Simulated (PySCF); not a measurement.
Run report: C6H12Ge, excited-state calculation

The run: excited-state calculation of C6H12Ge, SMILES C1C[CH]1[GeH2][CH]1CC1. Method and program: TDDFT wB97X-D/def2-SVPD, vertical, gas phase, core orbitals frozen in the response (PySCF 2.14.0).

The geometry comes from this level: PBE0-D3(BJ)/def2-SVP. It belongs to a series of runs on one base structure; here: constitutional isomer.

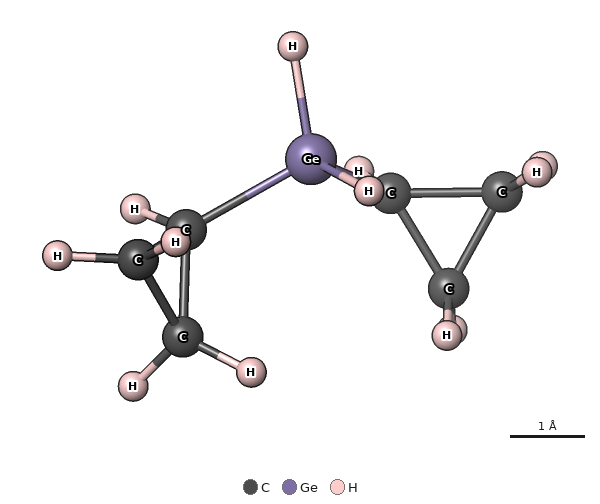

Fig. 1: The structure (ball-and-stick view, seen at a tilt). Sticks mark near contacts.

Summary:

```json
{"quantity": "outcome", "value": "converged"}
{"quantity": "total energy", "value": "−2312.368846 hartree"}
{"quantity": "HOMO", "value": "−9.52 eV"}
{"quantity": "LUMO", "value": "2.29 eV"}
{"quantity": "dipole moment", "value": "0.81 D"}
{"quantity": "mean polarisability", "value": "97.17 a.u."}
{"quantity": "vertical ionisation energy", "value": "9.61 eV"}
{"quantity": "lowest singlet excitation", "value": "7.85 eV"}
{"quantity": "hardware", "value": "1 CPU thread, shared host"}
{"quantity": "wall time", "value": "8.7 min"}
{"quantity": "peak memory", "value": "1.4 GiB"}
```

Notes:

Spin–orbit coupling is left out, which matters for the heavy atoms.

Input file:
```
{"job": {"kind": "uv", "xc": "wB97X-D", "basis": "def2-SVPD", "ip": true}, "charge": 0, "multiplicity": 1}
C      2.060605     0.364240    -1.101168
C      2.861071     0.538383     0.149851
C      1.735805    -0.462919     0.115764
Ge     0.092937    -0.142459     1.097745
C     -1.444128    -0.901566     0.188989
C     -2.059088    -0.178673    -0.981876
C     -2.805585    -0.269017     0.310428
H      1.371485     1.164680    -1.388374
H      2.530808    -0.138493    -1.951378
H      3.885822     0.156632     0.166542
H      2.724198     1.459045     0.726084
H      2.042090    -1.513821     0.068424
H      0.206064    -0.708470     2.531408
H     -0.116578     1.389948     1.170402
H     -1.436403    -1.994875     0.116316
H     -2.409572    -0.776644    -1.827884
H     -1.646024     0.793005    -1.271167
H     -2.908775     0.639675     0.912178
H     -3.674030    -0.931808     0.360991
```

The first line tells a small driver script what to run in PySCF; the rest is the geometry in Å.

Command:
```bash
OMP_NUM_THREADS=1 python <driver script> task.json out
```

The program's output:
```
coarse grid: 68160 points
cycle   1  E = -2312.3360805352  dE =  4.184e-01  |g| = 4.235e-01  |ddm| = 6.098e+00
cycle   2  E = -2312.3513193724  dE = -1.524e-02  |g| = 3.785e-01  |ddm| = 1.137e+00
cycle   3  E = -2312.3695785242  dE = -1.826e-02  |g| = 2.926e-02  |ddm| = 5.658e-01
cycle   4  E = -2312.3697774701  dE = -1.989e-04  |g| = 7.045e-03  |ddm| = 9.580e-02
cycle   5  E = -2312.3697902847  dE = -1.281e-05  |g| = 2.595e-03  |ddm| = 1.968e-02
cycle   6  E = -2312.3697919079  dE = -1.623e-06  |g| = 3.981e-04  |ddm| = 5.317e-03
final grid: 144752 points
cycle   7  E = -2312.3688460155  dE = -2.931e-06  |g| = 5.377e-04  |ddm| = 2.018e-02
cycle   8  E = -2312.3688460897  dE = -7.425e-08  |g| = 3.185e-04  |ddm| = 2.635e-03
cycle   9  E = -2312.3688461113  dE = -2.162e-08  |g| = 1.044e-04  |ddm| = 7.138e-04
cycle  10  E = -2312.3688461144  dE = -3.055e-09  |g| = 1.864e-05  |ddm| = 3.112e-04
cycle  11  E = -2312.3688461145  dE = -1.246e-10  |g| = 6.807e-06  |ddm| = 7.492e-05
```

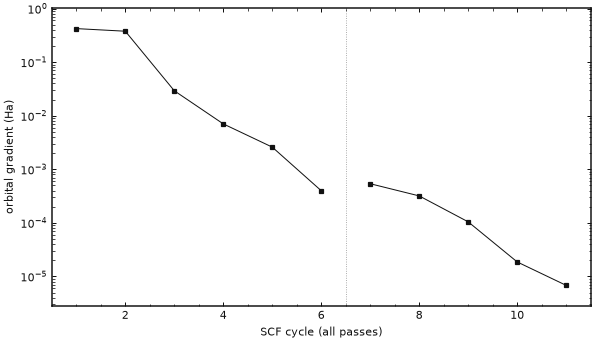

Fig. 2: Convergence of the self-consistent field: orbital gradient against the SCF cycle. The dotted line marks the change from a coarse to the final integration grid. The first 6 cycles use a coarse grid, the final grid takes over at cycle 7, and the field converges after 11 cycles in all.

```
converged SCF energy = -2312.3688461145

Static polarisability (au): isotropic 97.171, principal 83.351 94.842 113.319

Singlet excitations
state   eV       nm        f      main configurations
  1   7.8466    158.0   0.00986   H->L 0.71, H->L+2 0.17
  2   8.0196    154.6   0.00891   H->L+1 0.69, H-1->L 0.19
  3   8.0923    153.2   0.01669   H-1->L 0.55, H->L+1 0.16, H-1->L+2 0.10
  4   8.1293    152.5   0.01966   H-1->L+1 0.62, H->L+2 0.11, H->L+4 0.08
  5   8.3624    148.3   0.05789   H->L+2 0.24, H->L+3 0.15, H->L+4 0.15
  6   8.4139    147.4   0.01756   H->L+4 0.49, H->L+2 0.23
  7   8.4710    146.4   0.08534   H-1->L+2 0.37, H-1->L+4 0.28, H-2->L+1 0.14
  8   8.5049    145.8   0.07107   H->L+3 0.64
  9   8.5215    145.5   0.02053   H-1->L+2 0.28, H->L+5 0.23, H-1->L+4 0.20
 10   8.6021    144.1   0.16288   H-1->L+5 0.28, H-2->L 0.24, H-2->L+2 0.16

Triplet excitations (Tamm-Dancoff, eV): 7.7089 7.7120 7.8500 7.9759
Vertical ionisation energy (delta-SCF) = 9.6071 eV
```

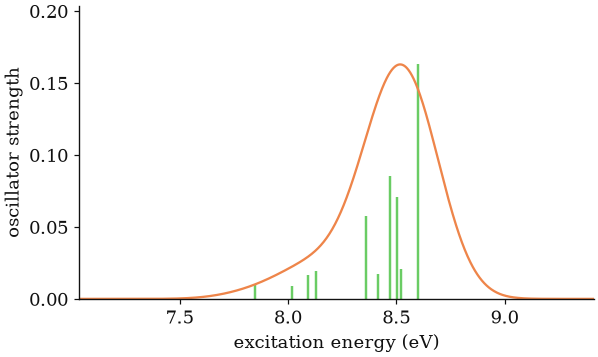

Fig. 3: Computed excitations as sticks (degenerate states added up, dark ones marked on the axis), with a Gaussian envelope of 0.35 eV full width at half maximum, scaled to the tallest. Of the 10 states the lowest lies at 7.85 eV (f = 0.010); the strongest line is at 8.60 eV, or 144 nm (f = 0.163).

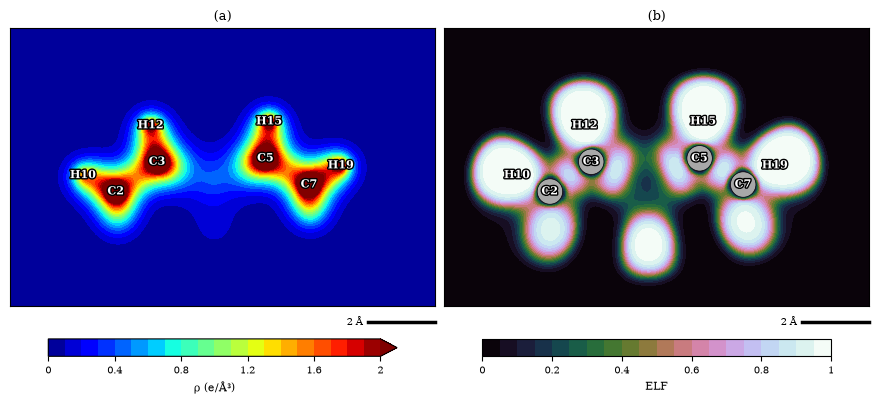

Fig. 4: (a) electron density; (b) electron localisation function on the plane of atoms C7, C5 and H15. Grey discs, where drawn, cover atomic cores. The section cuts through C and H sites. C–H (1.09 Å): ρ at the midpoint is about 1.9 e/Å³; the ELF climbs to about 1 towards the hydrogen, as it does in any bond to H (a covalent bond by its length).

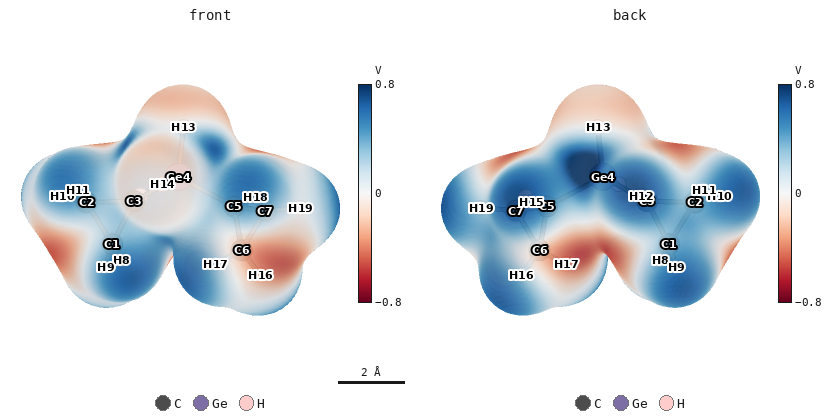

Fig. 5: The electrostatic potential painted on the density surface at 0.002 e/bohr³, seen at a tilt and from behind; the colour scale runs from red (negative) to blue (positive). A positive charge is drawn to the negative regions and a negative charge to the positive ones. Its dipole moment is 0.81 D.

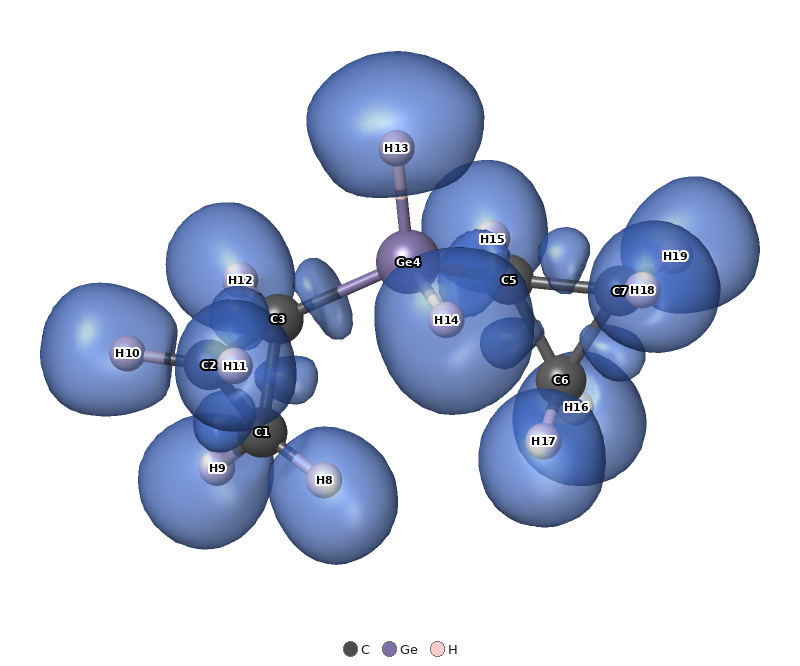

Fig. 6: Isosurface of the electron localisation function at 0.8 (blue), seen at a tilt. Only the valence region is drawn (cores and ρ < 0.01 e/Å³ removed). C–Ge (1.94 Å): the ELF peaks at about 0.95 in the valence shell of C, 0.7 Å from its nucleus, and is about 0.70 at the midpoint.
